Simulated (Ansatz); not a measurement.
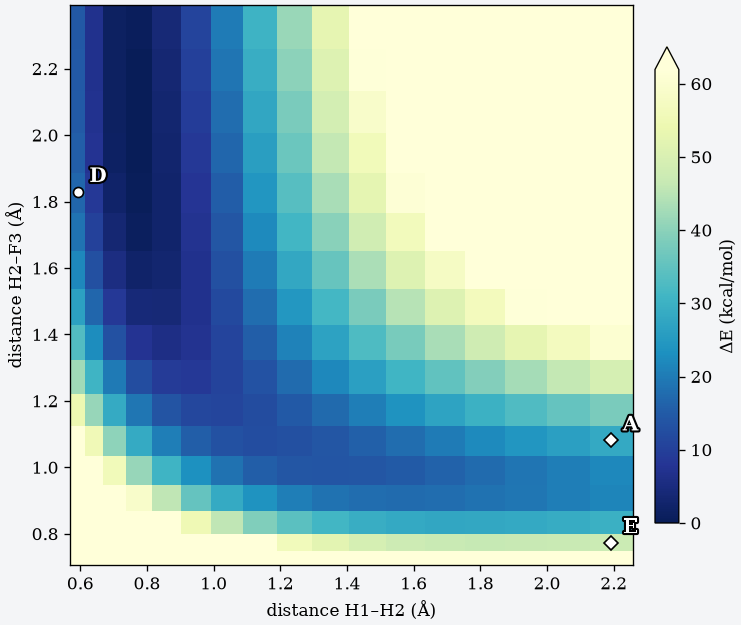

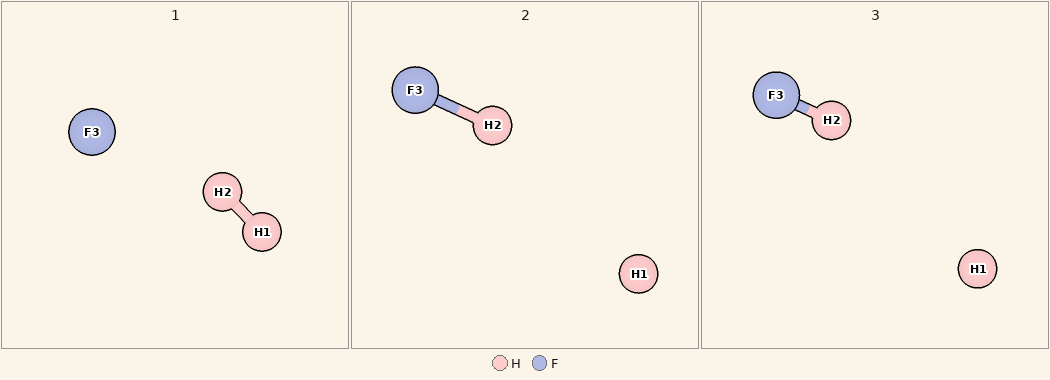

The system H⁻ + HF. The first coordinate is: distance H1–H2; the second: distance H2–F3. Nothing is relaxed (the angle H1–H2–F3 is fixed at 140 degrees). The scan uses a 17 × 17 grid. Points are written as (first, second). Energies: kcal/mol, counted from the lowest grid point. The restricted reference is unstable at some or all points, so the energies there are unreliable. Method: RHF-MP2, frozen core/aug-cc-pVTZ in Ansatz 0.2.0.

The picture shows one coloured cell a grid point, one colour for all values above the top of the scale, lettered points. The numbered pictures are the structures at these points, in random order.

Q: Which structure belongs to which point?

A: A is structure 2: (2.192 Å, 1.081 Å), 28 kcal/mol; D is structure 1: (0.592 Å, 1.829 Å), 17 kcal/mol; E is structure 3: (2.192 Å, 0.772 Å), 47 kcal/mol.
